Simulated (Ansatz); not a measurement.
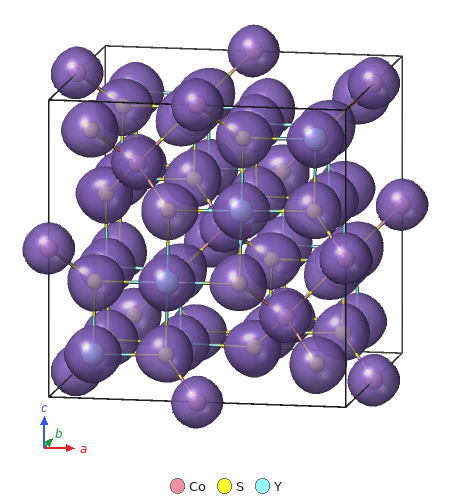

Y2CoS4. Isosurface of the valence pseudo-density at 0.5 e/Å³ (purple), seen slightly off an axis. Sticks mark near contacts.

Space group Fd-3m; built by placing these elements on a known structure type; not relaxed (largest force 1.6 eV/Å); computed without spin polarisation.

The calculation used DFT, PAW plane waves, r2SCAN (Ansatz 0.2.0).

Core electrons are frozen (PAW), and the valence fields are smoothed inside the atomic spheres.

What does this surface tell about the bonding?

Answer. At this value the density breaks into separate islands; it holds about 70 % of the electrons treated as valence (semicore included). It bridges none of the near contacts. It is pinched off along the shortest Co–S (2.48 Å) and Y–S (2.68 Å) contacts. On the grid the lowest density along these lines, outside the cores, is 0.38 e/Å³ (Co–S, 2.48 Å) and 0.32 e/Å³ (Y–S, 2.68 Å).

How much charge does the calculation move between the atoms?

Answer. Electrons move from Co and Y towards S. Bader charges: Co +0.86, S −1.21 and Y +1.99 e.
